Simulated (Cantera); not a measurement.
Input: 1 mol C₂H₆, 0.37 mol CO₂, held at 0.00133 bar.

Method: chemical equilibrium by Gibbs-energy minimisation in Cantera with the NASA 1993 tables (ideal gas, pure condensed phases). Candidate condensed phases: C, C₆H₆, C₇H₈, C₈H₁₈, H₂O; 110 gas species. Kinetics and transport are ignored.

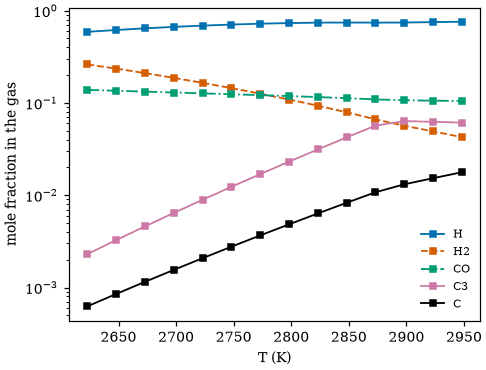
Figure: Equilibrium gas composition (values under 1e-9 drawn at 1e-9)

From 2623 K to 2873 K the condensed part is C(graphite). From 2898 K to 2948 K nothing is condensed. The main C-bearing gas is CO at 2623 K and C₃ at 2948 K.
